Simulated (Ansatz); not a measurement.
## AgF (model cell, started as CsCl type): the cell at rest

Wanted: the relaxed cell of AgF (model cell, started as CsCl type).

Main program and level: Ansatz 0.2.0; DFT LDA, scalar-relativistic, plane waves, PAW.

The structure was built from a prototype and need not be the compound's stable phase.

**1. Set-up**

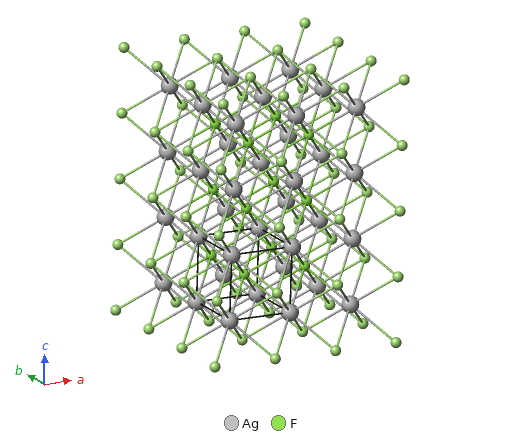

The starting structure, seen from a free direction (silver light grey, fluorine green). 2×2×3 cells are drawn. Some periodic images of atoms are drawn too.

**2. A coarse first look**

First a cheap look: the gap decides the mesh and the occupations, the pressure tells how far the cell has to move.

Input file input.yaml:

```yaml
crystal:
  lattice:
    - [2.9782, 0.0, 0.0]
    - [0.0, 2.9782, 0.0]
    - [0.0, 0.0, 2.9782]
  atoms:
    - { symbol: Ag, position: [0.0, 0.0, 0.0] }
    - { symbol: F, position: [0.5, 0.5, 0.5] }
kpoints:
  mp_grid: { grid: [6, 6, 6] }
hamiltonian:
  xc: lda
scf:
  occupations: { method: gaussian, width: 0.1 }
output:
  forces: true
  stress: true
  eigenvalues: true
```

Launch:

```
$ ansatz run input.yaml --threads 4 --pin off --max-ram 7168MiB --backend cpu --events-out ev --progress --plain --runs-dir out
```

Numbers of over 12 decimals in the logs are rounded to 6 here.

The log of the run:

```text
Engine: ansatz 0.2.0, aarch64-unknown-linux-gnu
Pseudopotentials: kind: paw
Pseudopotential: Ag, paw, valence charge 19, recommended cutoff 420 eV (normal), Ag.paw.azcp
Pseudopotential: F, paw, valence charge 7, recommended cutoff 420 eV (normal), F.paw.azcp
Functional definition: SPW92
  exchange = slater_x
  correlation = pw_c
Crystal: 2 atoms, lattice volume = 26.416 Å³
Basis set: ecut = 420 eV, 485 PW (Γ)
[...]
--- Band table (eV; the first three rows and the last of 20) ---
  k-point 0: bands = [... 9 lower, 7.6213, 9.4979, 9.4979, 9.4979, 9.5013, 26.8897, 26.8897, 26.9216]
  k-point 1: bands = [... 9 lower, 8.1243, 9.5156, 9.6654, 9.6654, 10.6891, 23.2008, 26.6988, 27.0077]
  k-point 2: bands = [... 9 lower, 9.0856, 9.5512, 9.9413, 9.9413, 12.7517, 19.2344, 26.2710, 27.0241]
  k-point 19: bands = [... 9 lower, 10.0667, 10.2970, 10.2970, 10.2970, 18.3834, 18.3834, 18.3834, 22.6035]
[key lines of the parts left out:]
SCF converged after 6 iterations
Free energy (F): -8250.724170 eV
Fermi energy:    10.361859 eV
P = ⅓ Tr σ = -7.5170 GPa (-75.170 kbar)
```

It took 1.3 s on 4 threads of Arm Neoverse N1, shared host; peak memory 0.26 GiB; 1.3 s of CPU time.

This step gave:

| Item | Value |
| --- | --- |
| pressure | -7.517 GPa |
| volume per atom | 13.21 Å³ |
| gap on the k-mesh | 0 eV |

The coarse mesh shows no gap and a pressure of -7.5 GPa.

**3. Bringing the structure to rest**

Harmonic phonons are second derivatives at a point where the forces vanish, and they are wanted at zero stress, so atoms and cell are relaxed first.

input.yaml, the sections that differ from step 2:

```yaml
kpoints:
  mp_grid: { grid: [12, 12, 12] }
output:
  forces: true
  stress: true
  eigenvalues: true
  write_density: true
  write_potential: true
  elf: true
  volumetric_format: npy
relax:
  adjacent_minimum: "off"
  f_tol: 0.005
  max_steps: 80
  cell: { stress_tol: 0.05 }
# crystal, hamiltonian, scf: as in step 2
```

The log of the run:

```text
[...]
Crystal: 2 atoms, lattice volume = 26.416 Å³
Basis set: ecut = 420 eV, 485 PW (Γ)
Bands: 17, of which v1, the nominal top of the filled ones, is band 13 counted from 1 (12 counted from 0)
Symmetry: 48 space group operations
[...]
k-points: 84 of 1728
[...]
SCF iter   1: F=—  HF=-8250.762571 eV  |F-HF|=—  |Δ(HF+E_count)|=         —  Δρ=2.65e-2  dr2=1.37e-1  ethr=1.77e-3  ⟨swp⟩=4.6  Hψ=5989  notcnv=0
[...]
SCF iter   6: F=-8250.724448 eV  HF=-8250.724448 eV  |F-HF|=1.19e-8  |Δ(HF+E_count)|=   1.27e-7  Δρ=8.99e-6  dr2=1.50e-8  ethr=3.72e-10  ⟨swp⟩=5.0  Hψ=8134  notcnv=0
SCF 1 converged in 6 iterations: F = -8250.724448 eV  dr2 = 1.50e-8
[...]
relax step   1: F+E_penalty+E_count = -8250.72444769 eV  Δ(F+E_penalty+E_count) = +0.000e0 eV  max|allowed force component| = 4.240e-30 eV/Å  Δτ_max = 0.0000 Å  P = -7.565 GPa  Ω = 26.416 Å³  (6 SCF iters, dr2 threshold 1.00e-7 eV, accepted)
Crystal: 2 atoms, lattice volume = 23.937 Å³
Basis set: ecut = 420 eV, 461 PW (Γ)
[...]
iter 1 solved again at ethr=2.47e-4 eV; its pass at ethr=3.10e-3 eV (dr2=6.42e-2 eV) is discarded
[...]
SCF iter   6: F=-8250.777476 eV  HF=-8250.777476 eV  |F-HF|=5.64e-11  |Δ(HF+E_count)|=   1.62e-9  Δρ=1.26e-6  dr2=1.22e-10  ethr=2.39e-10  ⟨swp⟩=5.0  Hψ=7126  notcnv=0
SCF 2 converged in 6 iterations: F = -8250.777476 eV  dr2 = 1.22e-10
relax step   2: F+E_penalty+E_count = -8250.77747645 eV  Δ(F+E_penalty+E_count) = -5.303e-2 eV  max|allowed force component| = 1.528e-30 eV/Å  Δτ_max = 0.0000 Å  P = +3.180 GPa  Ω = 23.937 Å³  energy of the carried Pulay correction = +1.107e-2 eV  (6 SCF iters, dr2 threshold 2.00e-7 eV, accepted)
Crystal: 2 atoms, lattice volume = 24.621 Å³
[...]
SCF iter   6: F=-8250.779957 eV  HF=-8250.779957 eV  |F-HF|=1.46e-11  |Δ(HF+E_count)|=  1.89e-10  Δρ=3.06e-7  dr2=1.52e-11  ethr=2.24e-11  ⟨swp⟩=4.9  Hψ=6710  notcnv=0
SCF 3 converged in 6 iterations: F = -8250.779957 eV  dr2 = 1.52e-11
relax step   3: F+E_penalty+E_count = -8250.77995710 eV  Δ(F+E_penalty+E_count) = -2.481e-3 eV  max|allowed force component| = 3.566e-30 eV/Å  Δτ_max = 0.0000 Å  P = -0.436 GPa  Ω = 24.621 Å³  energy of the carried Pulay correction = +7.911e-3 eV  (6 SCF iters, dr2 threshold 2.00e-7 eV, accepted)
[...]
relax step   4: F+E_penalty+E_count = -8250.78047661 eV  Δ(F+E_penalty+E_count) = -5.195e-4 eV  max|allowed force component| = 4.076e-30 eV/Å  Δτ_max = 0.0000 Å  P = -0.008 GPa  Ω = 24.534 Å³  energy of the carried Pulay correction = +8.309e-3 eV  (6 SCF iters, dr2 threshold 2.00e-7 eV, accepted)
[...]
relax step   5: F+E_penalty+E_count = -8250.77486323 eV  Δ(F+E_penalty+E_count) = +5.613e-3 eV  max|allowed force component| = 2.071e-30 eV/Å  Δτ_max = 0.0000 Å  P = -0.456 GPa  Ω = 24.534 Å³  stress off target by 4.56e-1 GPa  SCF on the basis re-selected at this cell (its energy is not comparable with the rows above)  (6 SCF iters)
[...]
relax step   6: F+E_penalty+E_count = -8250.77539097 eV  Δ(F+E_penalty+E_count) = -5.277e-4 eV  max|allowed force component| = 3.846e-30 eV/Å  Δτ_max = 0.0000 Å  P = -0.002 GPa  Ω = 24.444 Å³  energy of the carried Pulay correction = +3.986e-4 eV  (6 SCF iters, dr2 threshold 2.00e-7 eV, accepted)
[...]
SCF iter   8: F=-8250.775062 eV  HF=-8250.775062 eV  |F-HF|=0.00e0  |Δ(HF+E_count)|=  1.82e-12  Δρ=5.45e-11  dr2=3.90e-19  ethr=1.00e-12  ⟨swp⟩=1.7  Hψ=3363  notcnv=0
SCF 7 converged in 8 iterations: F = -8250.775062 eV  dr2 = 3.90e-19
relax step   7: F+E_penalty+E_count = -8250.77506234 eV  Δ(F+E_penalty+E_count) = +3.286e-4 eV  max|allowed force component| = 2.597e-30 eV/Å  Δτ_max = 0.0000 Å  P = -0.020 GPa  Ω = 24.444 Å³  stress off target by 1.97e-2 GPa  SCF on the basis re-selected at this cell (its energy is not comparable with the rows above)  (8 SCF iters)
[...]
SCF converged after 8 iterations
Free energy (F): -8250.775062 eV
[...]
Internal energy: -8250.772798 eV  (E = F + TS)
E sigma→0 (E₀):  -8250.773930 eV
Entropy (-TS):   -0.002264 eV (-1.132 meV/atom)
Fermi energy:    11.874472 eV
[...]
--- Stress (GPa, compression-positive) ---
       -0.019702      -0.000000       0.000000
       -0.000000      -0.019702      -0.000000
        0.000000      -0.000000      -0.019702
  P = ⅓ Tr σ = -0.0197 GPa (-0.197 kbar)
--- Band table (eV; the first three rows and the last of 84) ---
  k-point 0: bands = [... 9 lower, 8.8119, 10.9952, 10.9982, 10.9982, 10.9982, 28.9190, 28.9190, 29.2309]
  k-point 1: bands = [... 9 lower, 9.0211, 11.0039, 11.0489, 11.0489, 11.3947, 27.2769, 28.8379, 29.2517]
  k-point 2: bands = [... 9 lower, 9.4128, 11.0192, 11.1768, 11.1768, 12.2435, 25.3349, 28.6105, 29.2830]
  k-point 83: bands = [... 9 lower, 11.6625, 11.8732, 11.8732, 11.8732, 20.0653, 20.0653, 20.0653, 25.1754]
--- Relaxed structure (5 steps of the walk, 5 accepted, 2 SCFs on fresh bases) ---
  F+E_penalty+E_count = -8250.77506234 eV   max|allowed force component| = 2.597e-30 eV/Å   (the final SCF, on the basis selected at the relaxed cell)
  cell:  # Å, volume = 24.4436 Å³
    - [2.902164, 0, 0]
    - [0, 2.902164, 0]
    - [0, 0, 2.902164]
  atoms:
    - { symbol: Ag, position: [0, 0, 0] }
    - { symbol: F, position: [0.5, 0.5, 0.5] }
```

The job ended after 14 s (4 threads; peak memory 0.32 GiB; 25 s of CPU time).

The steps of the relaxation:

```
step  energy less that of the first step (eV)  largest force component (eV/Å)  pressure (GPa)  volume (Å³)
   1                                   0.0000                          0.0000           -7.57        26.42
   2                                  -0.0530                          0.0000            3.18        23.94
   3                                  -0.0555                          0.0000           -0.44        24.62
   4                                  -0.0560                          0.0000           -0.01        24.53
  5*                                  -0.0504                          0.0000           -0.46        24.53
   6                                  -0.0509                          0.0000            0.00        24.44
  7*                                  -0.0506                          0.0000           -0.02        24.44
```

Relaxation steps marked * repeat the geometry before them on a plane-wave basis chosen anew for their cell, so energy and pressure can jump there.

The run keeps the 48 symmetry operations that it works with, so distortions that break them were not tested.

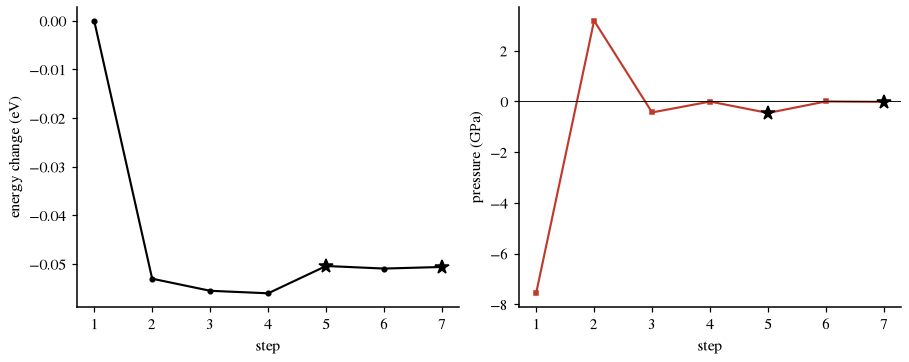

Energy and pressure along the relaxation. Stars mark steps on a basis chosen anew.

| conventional cell, symmetrised | before | after | change |
| --- | --- | --- | --- |
| a (Å) | 2.978 | 2.902 | -2.6 % |
| b (Å) | 2.978 | 2.902 | -2.6 % |
| c (Å) | 2.978 | 2.902 | -2.6 % |
| volume (Å³/atom) | 13.21 | 12.22 | -7.5 % |

Final coordinates:

```cif
data_structure
_symmetry_space_group_name_H-M 'P 1'
_symmetry_Int_Tables_number 1
_cell_length_a 2.9022
_cell_length_b 2.9022
_cell_length_c 2.9022
_cell_angle_alpha 90.000
_cell_angle_beta 90.000
_cell_angle_gamma 90.000
_cell_volume 24.44
loop_
_atom_site_label
_atom_site_type_symbol
_atom_site_fract_x
_atom_site_fract_y
_atom_site_fract_z
_atom_site_occupancy
Ag1 Ag 0.00000 0.00000 0.00000 1
F2 F 0.50000 0.50000 0.50000 1
```

Numbers from this step:

- pressure: -0.01970 GPa
- volume per atom: 12.22 Å³

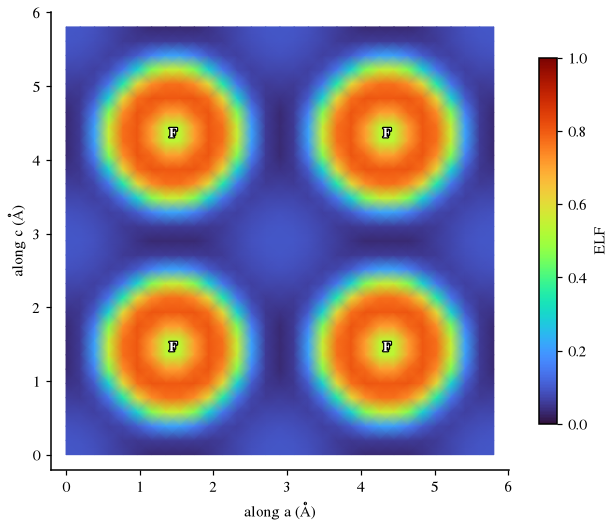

ELF in the ac plane at fractional y = 0.500, with atoms of F within 0.2 Å of it. It is the smooth field of the valence electrons, not physical close to the nuclei.

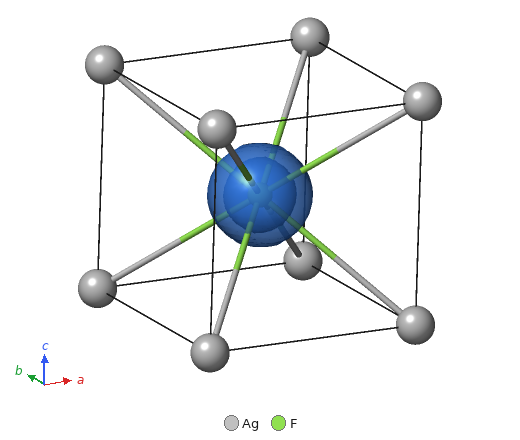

Surface of ELF = 0.79.

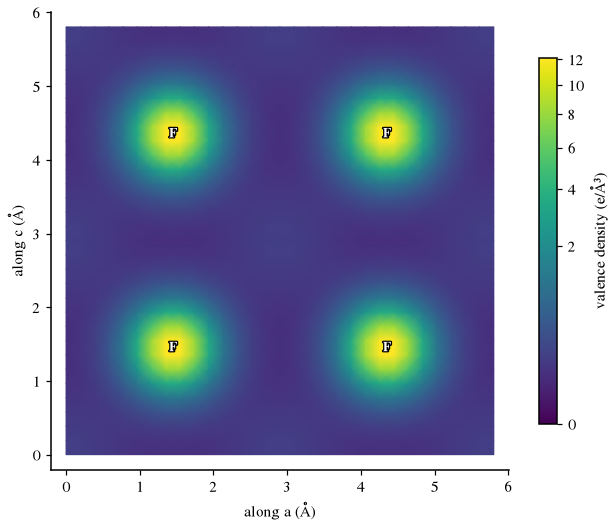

Valence density in the ac plane at fractional y = 0.500, with atoms of F within 0.2 Å of it. It is the smooth field of the valence electrons, not physical close to the nuclei. The colour scale is stretched toward low values.

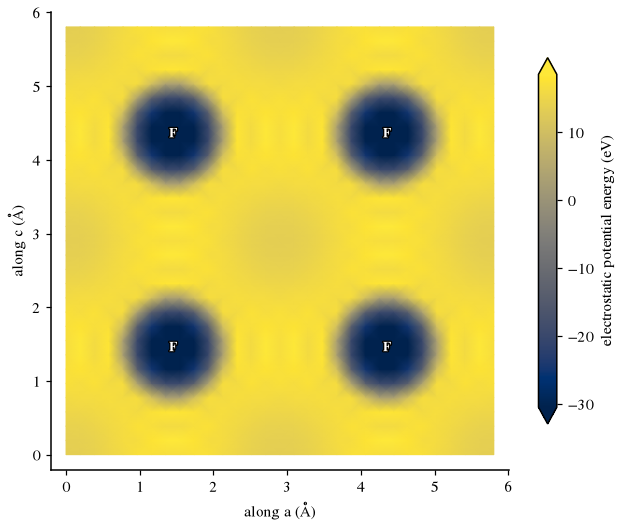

Electrostatic potential energy in the ac plane at fractional y = 0.500, with atoms of F within 0.2 Å of it. With pseudopotentials it is smooth inside the atoms' cores, unlike the true potential.

In this step the volume went from 13.21 to 12.22 Å³/atom.

**4. Tight relaxation**

Phonons need a cell at rest on their own settings, so the relaxation is repeated with tight tolerances on forces and stress on the k mesh and occupations of the first response run.

input.yaml, the sections that differ from step 3:

```yaml
crystal:
  lattice:
    - [2.9021638392, 0.0, 0.0]
    - [0.0, 2.9021638392, 0.0]
    - [0.0, 0.0, 2.9021638392]
  atoms:
    - { symbol: Ag, position: [0.0, 0.0, 0.0] }
    - { symbol: F, position: [0.5, 0.5, 0.5] }
scf:
  occupations: { method: methfessel_paxton, width: 0.15 }
relax:
  adjacent_minimum: "off"
  f_tol: 0.001
  max_steps: 60
  cell: { stress_tol: 0.01 }
# kpoints, hamiltonian, output: as in step 3
```

The log of the run:

```text
[...]
Crystal: 2 atoms, lattice volume = 24.444 Å³
Basis set: ecut = 420 eV, 461 PW (Γ)
Bands: 17, of which v1, the nominal top of the filled ones, is band 13 counted from 1 (12 counted from 0)
[... 1 set-up line as in the run before ...]
[...]
k-points: 84 of 1728
[...]
k-point 83: bands = [... 9 lower, 11.6778, 11.8819, 11.8819, 11.8819, 20.0738, 20.0738, 20.0738, 25.1894]
--- Relaxed structure (2 steps of the walk, 2 accepted, 1 SCFs on fresh bases) ---
[...]
cell:  # Å, volume = 24.4362 Å³
    - [2.901868, 0.0, 0.0]
    - [0.0, 2.901868, 0.0]
    - [0.0, 0.0, 2.901868]
  atoms:
    - { symbol: Ag, position: [0, 0, 0] }
    - { symbol: F, position: [0.5, 0.5, 0.5] }
[key lines of the parts left out:]
SCF converged after 4 iterations
Free energy (F): -8250.772844 eV
Fermi energy:    11.846584 eV
P = ⅓ Tr σ = 0.0035 GPa (0.035 kbar)
```

Elapsed: 6.6 s, on 4 threads; peak memory 0.32 GiB; 11 s of CPU time.

Little changed from the start: no atom moved by 0.005 Å and no cell edge by 0.1 %.

This step gave:

| Item | Value |
| --- | --- |
| pressure | 0.003549 GPa |

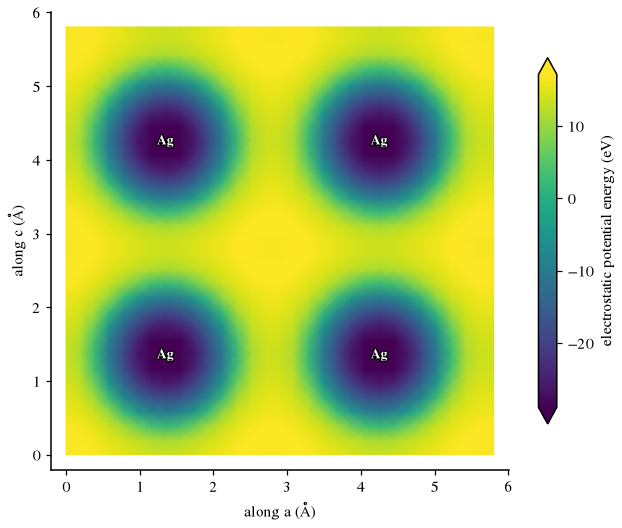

Electrostatic potential energy in the ac plane at fractional y = 0.000, with atoms of Ag within 0.2 Å of it. With pseudopotentials it is smooth inside the atoms' cores, unlike the true potential. The map starts off the cell's origin, so that atoms lie inside it.

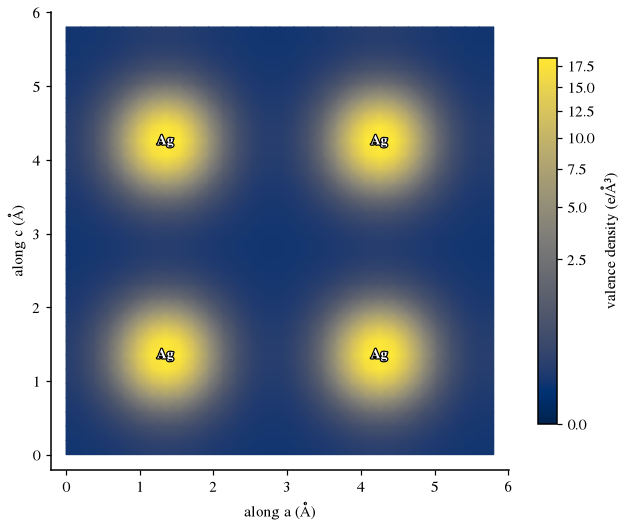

Valence density in the ac plane at fractional y = 0.000, with atoms of Ag within 0.2 Å of it. It is the smooth field of the valence electrons, not physical close to the nuclei. The map starts off the cell's origin, so that atoms lie inside it. The colour scale is stretched toward low values.

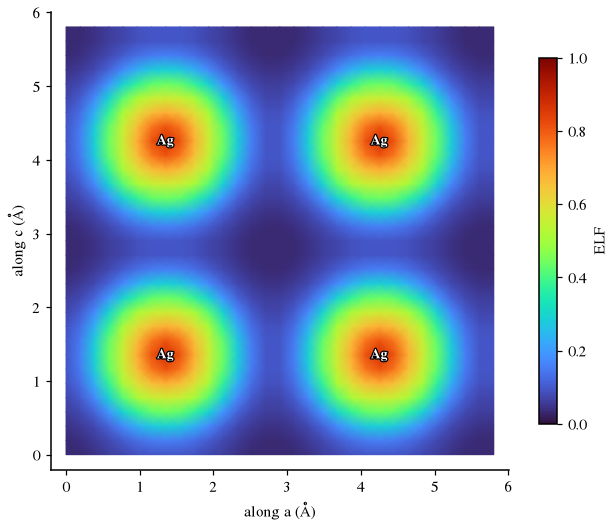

ELF in the ac plane at fractional y = 0.000, with atoms of Ag within 0.2 Å of it. It is the smooth field of the valence electrons, not physical close to the nuclei. The map starts off the cell's origin, so that atoms lie inside it.

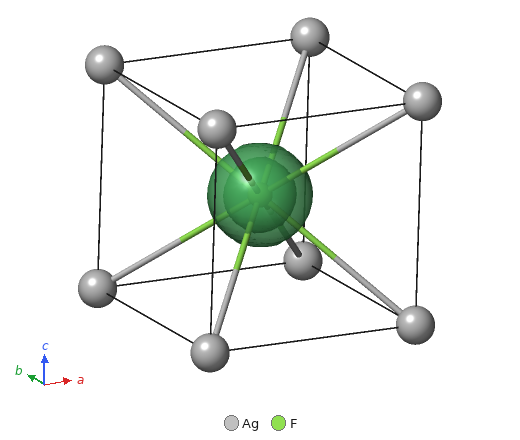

Surface of ELF = 0.79.

The forces vanish by symmetry and the pressure is 0.004 GPa, within the tolerances set. The cell now holds 12.22 Å³/atom.

**5. What came out**

```json
{
  "space group after relaxation (within 0.01 Å)": "Pm-3m",
  "lattice constant a": "2.902 Å",
  "lattice constant b": "2.902 Å",
  "lattice constant c": "2.902 Å",
  "volume per atom": "12.2 Å³"
}
```

The forces vanish by symmetry and the pressure is 0.004 GPa, within the tolerances set. The cell now holds 12.22 Å³/atom. The relaxation keeps the symmetry of its start, so it says nothing on stability against lower symmetry. The starting cell was built on a prototype and not taken from a measurement, so the phase need not exist.

[Logs are printed without paths, hosts, clocks, repeated set-up lines and the standing remarks that a program may print on its own settings, such as how far it seeks lower states.]

[Hosts, paths, dates, database ids (printed as entryN), source tags and the programs' standing remarks are cut or masked in the printed files.]
